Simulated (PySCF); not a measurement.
# CH4BClS, SMILES `CSBCl`: electronic structure

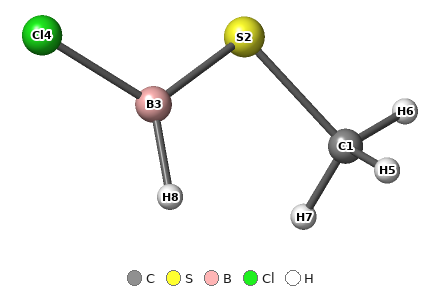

The molecule, with its atoms numbered as below. No frequency check shows the geometry to be a minimum.

Cartesian coordinates (Å):

```
C1       2.3833   -0.4746    0.0003
S2       0.9130    0.6146   -0.0001
B3      -0.4169   -0.5603   -0.0000
Cl4     -2.0381   -0.0276    0.0000
H5       2.3772   -1.0903    0.8921
H6       3.2525    0.1738   -0.0010
H7       2.3764   -1.0924   -0.8919
H8      -0.1809   -1.7075   -0.0001
```

## 1. Bonding charge

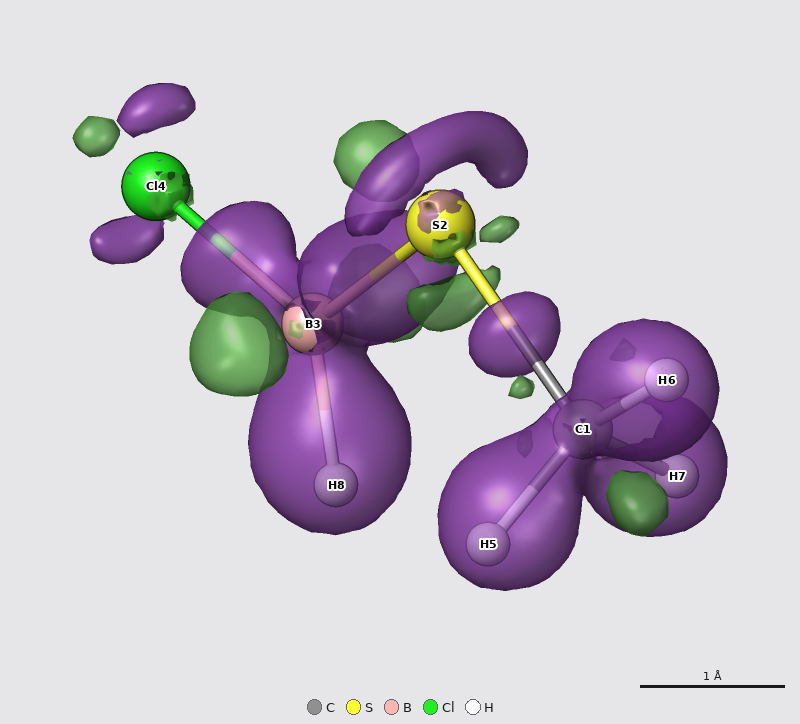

Deformation density (molecule less spherical, spin-averaged free atoms at the same positions), surfaces at ±0.1 e/Å³; purple: gain, green: loss.

Level of theory: PBE/6-31G* (PySCF), at a geometry from GFN2-xTB.

> How much density has each bond gained at its critical point, relative to the free atoms?

C1–H5 and C1–H7: +0.63 e/Å³ at the bond critical point (bond length 1.08 Å, Mayer order 0.9). C1–H6: +0.63 e/Å³ at the bond critical point (bond length 1.08 Å, Mayer order 0.9). B3–H8: +0.48 e/Å³ at the bond critical point (bond length 1.17 Å, Mayer order 1.0). S2–B3: +0.29 e/Å³ at the bond critical point (bond length 1.77 Å, Mayer order 1.4). C1–S2: +0.21 e/Å³ at the bond critical point (bond length 1.83 Å, Mayer order 1.0). B3–Cl4: +0.21 e/Å³ at the bond critical point (bond length 1.71 Å, Mayer order 1.2). In all, 1.6 electrons gather in the regions of gain relative to the promolecule.

## 2. Bond critical points

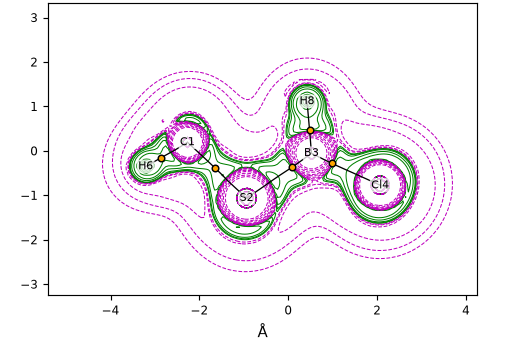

Negative Laplacian of the density (−∇²ρ) in the plane of C1, S2, B3, Cl4, H6 and H8 (solid green lines positive, dashed magenta lines negative, contours at ±0.02 to ±8 a.u.), with bond paths and bond critical points (dots).

> At which bond critical points in this plane is charge locally concentrated, and at which depleted?

Concentrated (∇²ρ < 0): C1–H6 (−0.95 a.u.); B3–H8 (−0.40 a.u.); C1–S2 (−0.26 a.u.); S2–B3 (−0.15 a.u.). Depleted (∇²ρ > 0): B3–Cl4 (+0.12 a.u., H = −0.144). A positive Laplacian with clearly negative H marks a strongly polar covalent bond, whose critical point lies close to the core of the less electronegative atom.

> Where along B3–Cl4 does the critical point lie?

0.51 Å from B3 and 1.20 Å from Cl4.

## 3. Electrostatic potential

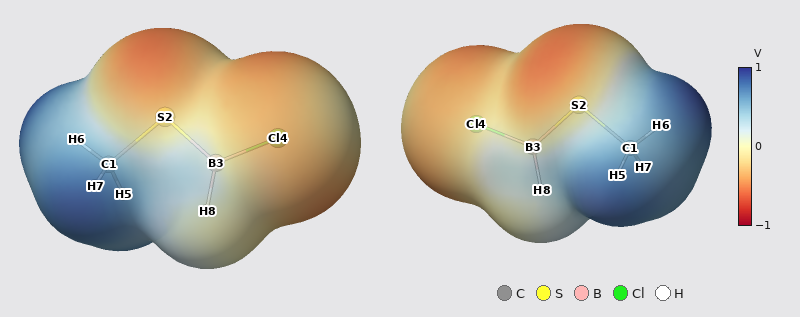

Electrostatic potential on the surface of electron density 0.001 a.u. (back view left, front view right).

> Where are the extremes of the potential on the surface?

Highest: 0.93 V, 1.3 Å from H6. Further maxima include 0.01 V, 2.0 Å from Cl4; −0.15 V, near S2 (2.17 Å) and Cl4 (2.27 Å), over B3 (2.5 Å). Lowest: −0.55 V, 2.2 Å from S2, and at like points elsewhere. Further minima include −0.47 V, 2.1 Å from Cl4. The surface is sampled at points, so like sites can differ by a few per cent and only the strongest of them is named.

## 4. Excited states

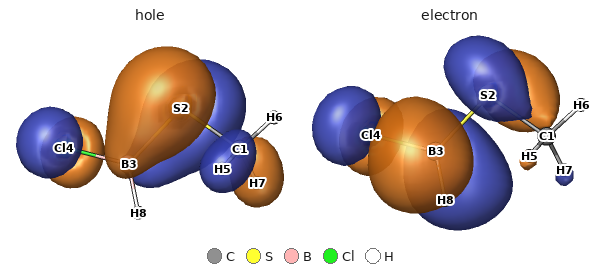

Leading natural transition orbital pair of S₂ (full linear response singlet states); the surfaces enclose about 78 % of each orbital's density.

PySCF calculation, PBE0/6-31+G*, gas phase; geometry: GFN2-xTB.

> Give its energy and the atoms that hole and electron lie on.

5.75 eV (216 nm), f = 0.197 (bright); the leading pair carries 96 %; hole on S2 (65 %), Cl4 (12 %) and B3 (10 %), electron on B3 (48 %), S2 (22 %) and Cl4 (16 %); their centroids lie 1.0 Å apart; S₁ lies within 0.1 eV of it. In canonical orbitals it is mainly HOMO → LUMO (97 %). The HOMO–LUMO gap is 6.55 eV.

## 5. In an electric field

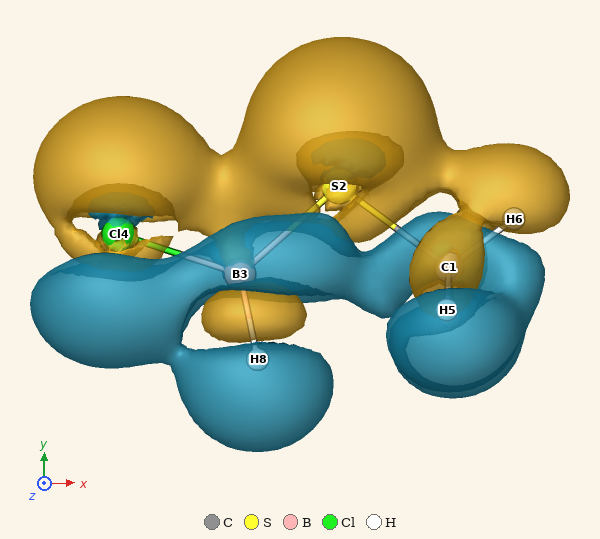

Change of the electron density in a uniform field of 0.21 V/Å, surfaces at ±0.0008 e/Å³ (yellow: gain, teal: loss).

Computed with PySCF, B3LYP/def2-SVPD, geometry: GFN2-xTB.

> Along which Cartesian direction does the field point?

Along −y: electrons gather on the +y side, against the field.

> How large is the response?

The induced dipole is 0.58 D (along the field); α along this axis, from the fields in both directions, is 57 bohr³ (8.4 Å³).

> Which atoms gain and lose the most charge?

Electrons gather most on S2 (Hirshfeld charge changes by −0.021 e) and leave H8 most (+0.009 e); 0.054 electrons are displaced in all.

## 6. Localised orbitals

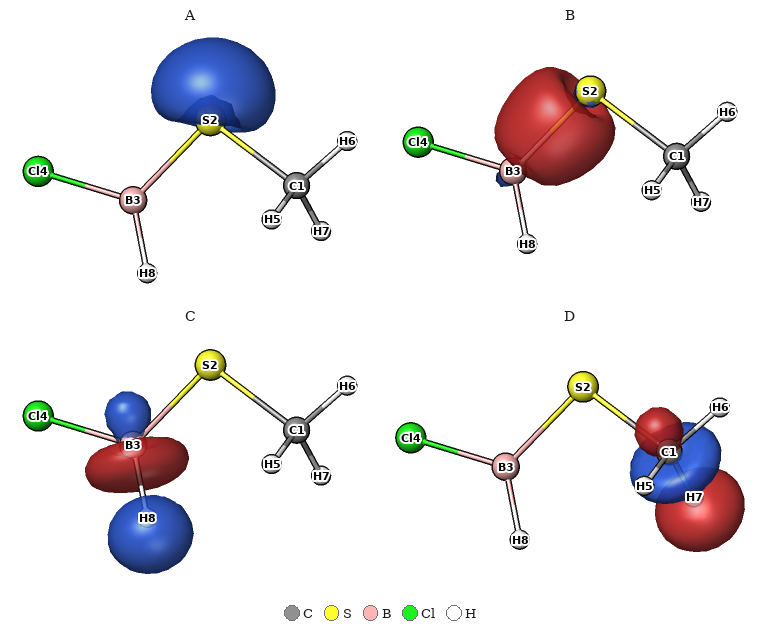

Intrinsic bond orbitals (IBO), occupied and valence-virtual; each surface holds about 70 % of the orbital's density. Energies are diagonal elements of the Fock matrix.

Method: CAM-B3LYP/def2-SVP; geometry: GFN2-xTB; program: PySCF. This is a single-reference result, which may miss multireference character in this system.

> Name the orbitals, with their atomic make-up and energies.

By panel:
- A: lone pair on S2 (sp0.8-type) (S2 99 %; −14.2 eV)
- B: σ bond S2–B3 (S2 59 %, B3 41 %; −17.2 eV)
- C: σ* orbital H8–B3 (H8 50 %, B3 48 %; 12.7 eV)
- D: σ* orbital H7–C1 (H7 58 %, C1 42 %; 10.6 eV)

> Which has the smallest and which the largest spatial spread?

Smallest: B (0.89 Å); largest: C (1.11 Å).

> How do all the valence pairs divide up?

12 pairs: 7 σ bonds, 4 lone pairs and 1 strongly polarised pair.
